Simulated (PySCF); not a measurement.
**What a change does: NMR shielding calculation on CH9BOSi2**

System: CH9BOSi2, SMILES BCO[SiH2][SiH3].
Method of the first run: GIAO PBE0/STO-3G NMR shielding, non-relativistic, gas phase (PySCF 2.14.0).

The geometry comes from this level: PBE0-D3(BJ)/def2-SVP. Text and figures count atoms from 1; the logs count them from 0 in places.

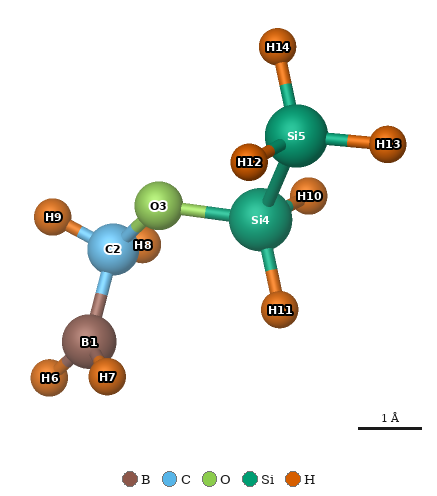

**Figure 1.** The structure as given in the input (ball-and-stick view, seen at a tilt; atoms are numbered from 1 in the order of the input).

The input, the first run:
```
{"job": {"kind": "nmr", "xc": "PBE0", "basis": "STO-3G", "pop": true}, "charge": 0, "multiplicity": 1}
B     -2.661613     0.290106     0.173456
C     -1.570765     1.056859    -0.627128
O     -0.244567     1.031669    -0.151825
Si     0.764687    -0.286653    -0.325405
Si     2.754732     0.253405     0.777295
H     -3.797544     0.333954    -0.240836
H     -2.416836    -0.309592     1.193563
H     -1.632584     0.777338    -1.702937
H     -1.916715     2.114152    -0.629549
H      1.001316    -0.570307    -1.780900
H      0.137875    -1.520004     0.257052
H      2.492686     0.499326     2.228021
H      3.721260    -0.881893     0.647665
H      3.365974     1.477417     0.175418
```

The first line tells a small driver script what to run in PySCF; the rest is the geometry in Å.

Command:
```bash
OMP_NUM_THREADS=1 python <driver script> task.json out
```

Hardware: 1 CPU thread, shared host.

Output (the first run):
```
coarse grid: 12088 points
cycle   1  E = -713.5649991867  dE = -1.922e-01  |g| = 5.143e-01  |ddm| = 4.164e+00
cycle   2  E = -712.5244875836  dE =  1.041e+00  |g| = 1.853e+00  |ddm| = 2.898e+00
cycle   3  E = -713.6548187250  dE = -1.130e+00  |g| = 1.277e-01  |ddm| = 2.520e+00
cycle   4  E = -713.6611181679  dE = -6.299e-03  |g| = 3.725e-02  |ddm| = 2.865e-01
cycle   5  E = -713.6616451670  dE = -5.270e-04  |g| = 4.887e-03  |ddm| = 6.373e-02
cycle   6  E = -713.6616535636  dE = -8.397e-06  |g| = 1.801e-03  |ddm| = 1.008e-02
final grid: 105824 points
cycle   7  E = -713.6208734472  dE = -3.182e-06  |g| = 3.514e-03  |ddm| = 1.200e-02
cycle   8  E = -713.6208729867  dE =  4.605e-07  |g| = 3.728e-03  |ddm| = 1.021e-02
cycle   9  E = -713.6208774109  dE = -4.424e-06  |g| = 1.662e-04  |ddm| = 5.406e-03
cycle  10  E = -713.6208774219  dE = -1.104e-08  |g| = 1.743e-05  |ddm| = 2.923e-04
cycle  11  E = -713.6208774223  dE = -3.524e-10  |g| = 8.167e-06  |ddm| = 7.807e-05
converged SCF energy = -713.6208774223

GIAO shielding tensors (ppm)
atom      isotropic    diamagn.    paramagn.     s11        s22        s33       span
  0 B       31.763     196.392    -164.629    -63.132      1.212    157.208    220.339
  1 C      177.599     243.392     -65.793    150.346    169.203    213.248     62.902
  2 O      430.549     379.342      51.207    341.231    440.278    510.137    168.906
  3 Si     541.718     871.256    -329.538    470.500    513.161    641.493    170.992
  4 Si     607.274     869.798    -262.524    601.445    606.291    614.086     12.642
  5 H       24.834      29.736      -4.901     17.527     28.078     28.898     11.371
  6 H       24.748      31.849      -7.101     16.058     27.903     30.281     14.223
  7 H       30.417      30.558      -0.141     25.558     29.153     36.539     10.981
  8 H       30.078      28.576       1.503     25.039     28.150     37.047     12.008
  9 H       30.471      32.981      -2.510     26.352     28.295     36.767     10.415
 10 H       30.416      34.429      -4.013     26.528     28.252     36.466      9.938
 11 H       30.822      31.249      -0.427     26.980     28.590     36.897      9.917
 12 H       30.984      29.815       1.169     27.288     28.130     37.536     10.247
 13 H       30.848      30.362       0.486     26.973     28.607     36.963      9.990
```

The second run used a changed input.

The two runs side by side:

```tsv
quantity	the first run	the second run
outcome	converged	converged
total energy (hartree)	−713.620877	−722.221935
HOMO (eV)	−3.65	−7.86
LUMO (eV)	1.55	−1.58
dipole moment (D)	0.66	0.85
shielding of B1 (ppm)	31.8	6.7
shielding of C2 (ppm)	177.6	105.4
shielding of O3 (ppm)	430.5	315.9
shielding of Si4 (ppm)	541.7	367.7
shielding of Si5 (ppm)	607.3	455.3
shielding of H10 (ppm)	30.5	26.0
shielding of H11 (ppm)	30.4	25.8
SCF iterations	11	12
basis functions	42	283
wall time (shared host)	3.5 s	47 s
```

What was changed in the input?

The change (lines with − go, lines with + come):
```diff
-"basis": "STO-3G"
+"basis": "IGLO-III"
```

The total energy of the second run is 5397.2 kcal/mol lower, which measures the change of basis and not a stability. The HOMO goes from −3.65 to −7.86 eV. The LUMO goes from 1.55 to −1.58 eV. The dipole moment goes from 0.66 to 0.85 D. Of all shieldings, the largest change is that of Si4, by −174.0 ppm. The SCF takes 12 iterations against 11. The basis functions go from 42 to 283.

Output (the second run):
```
coarse grid: 12088 points
cycle   1  E = -722.1340585877  dE =  3.319e-02  |g| = 6.686e-01  |ddm| = 2.471e+00
cycle   2  E = -721.9632051737  dE =  1.709e-01  |g| = 1.156e+00  |ddm| = 1.144e+00
cycle   3  E = -722.2113218563  dE = -2.481e-01  |g| = 8.460e-02  |ddm| = 8.615e-01
cycle   4  E = -722.2125961017  dE = -1.274e-03  |g| = 1.947e-02  |ddm| = 5.302e-02
cycle   5  E = -722.2126770009  dE = -8.090e-05  |g| = 5.944e-03  |ddm| = 1.710e-02
cycle   6  E = -722.2126862028  dE = -9.202e-06  |g| = 1.175e-03  |ddm| = 4.410e-03
final grid: 105824 points
cycle   7  E = -722.2219232675  dE = -6.867e-05  |g| = 8.169e-03  |ddm| = 3.739e-02
cycle   8  E = -722.2219131395  dE =  1.013e-05  |g| = 1.103e-02  |ddm| = 8.143e-03
cycle   9  E = -722.2219351160  dE = -2.198e-05  |g| = 1.357e-03  |ddm| = 4.784e-03
cycle  10  E = -722.2219354434  dE = -3.273e-07  |g| = 3.883e-04  |ddm| = 9.845e-04
cycle  11  E = -722.2219354761  dE = -3.278e-08  |g| = 5.642e-05  |ddm| = 2.336e-04
cycle  12  E = -722.2219354768  dE = -6.421e-10  |g| = 1.153e-05  |ddm| = 4.377e-05
converged SCF energy = -722.2219354768

GIAO shielding tensors (ppm)
atom      isotropic    diamagn.    paramagn.     s11        s22        s33       span
  0 B        6.693     192.511    -185.818    -76.307    -23.780    120.166    196.473
  1 C      105.411     246.892    -141.481     76.847     92.212    147.175     70.329
  2 O      315.937     386.602     -70.665    285.807    320.813    341.192     55.385
  3 Si     367.671     889.659    -521.988    285.886    346.211    470.917    185.031
  4 Si     455.333     888.570    -433.237    453.334    454.330    458.334      5.001
  5 H       23.714      28.618      -4.903     16.911     26.451     27.781     10.871
  6 H       23.372      29.699      -6.327     15.380     26.630     28.108     12.728
  7 H       26.759      28.837      -2.078     22.535     24.433     33.310     10.775
  8 H       26.933      26.756       0.177     21.919     25.299     33.582     11.663
  9 H       26.019      30.309      -4.289     22.957     24.899     30.202      7.245
 10 H       25.810      31.148      -5.338     22.879     24.743     29.809      6.931
 11 H       27.585      28.766      -1.181     24.877     25.672     32.207      7.330
 12 H       27.809      28.385      -0.575     25.254     25.345     32.829      7.576
 13 H       27.619      28.483      -0.864     24.870     25.730     32.256      7.386
```
